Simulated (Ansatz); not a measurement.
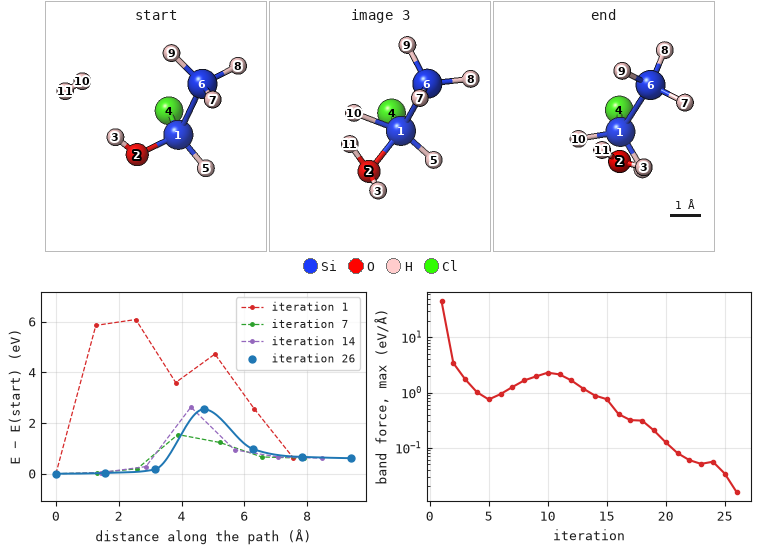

NEB run on Si2H7OCl, made up at the start of Si$_{2}$H$_{5}$OCl and H₂. Images are numbered from 0 (start) to 6 (end). The plot follows the band through its iterations. The picture is a ball-and-stick view, seen from a free direction.

The calculation used RKS CAM-B3LYP/6-31G* (Ansatz 0.2.0). Run with 5 movable images; climbing image; force threshold 0.03 eV/Å; iteration limit 60; starting path through a guess of the saddle point.

Question: How did the profile develop, and is the result final?

Answer: The result is final at these settings. The band converged in 26 iterations. The largest component of the band force went from 45 to 0.016 eV/Å. The climbing image converged on the top of the path. Its vibrational analysis gives one imaginary mode (1518i cm⁻¹), as a transition state must have. The first iteration put the highest image at 6.09 eV. Forward barrier 2.54 eV, backward barrier 1.93 eV, with image 3 at the top; the reaction energy is +0.61 eV.

Limits of the set-up: the start holds two separate molecules, 2.3 Å apart at their closest, whose relative position is a soft coordinate and is computed without a dispersion correction.

The run took 5.5 min on 2 threads of Arm Neoverse V2, with other jobs on the host, peak memory 0.21 GiB.
